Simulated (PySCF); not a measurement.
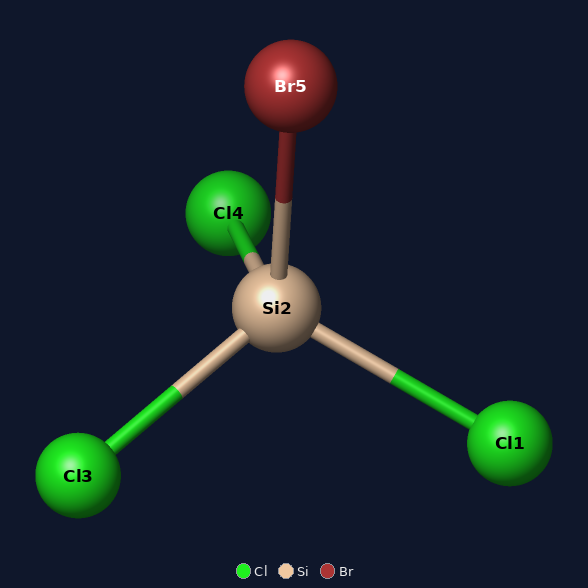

The computed structure is the end point of a PBE0-D3(BJ)/def2-SVP optimisation. No frequency run is at hand to confirm it as a minimum. Level of theory: delta-SCF UKS SCAN, pcX-2 on the ionised atom, pcseg-1 elsewhere, spin-free X2C (PySCF 2.14.0).

Give the core-electron binding energies (to vacuum; p and d levels without spin–orbit splitting) of Cl1 1s, Cl1 2p, Si2 1s, Si2 2p.

```csv
atom,level,binding energy (eV)
Cl1,1s,2829.5
Cl1,2p,207.4
Si2,1s,1850.5
Si2,2p,110.5
```
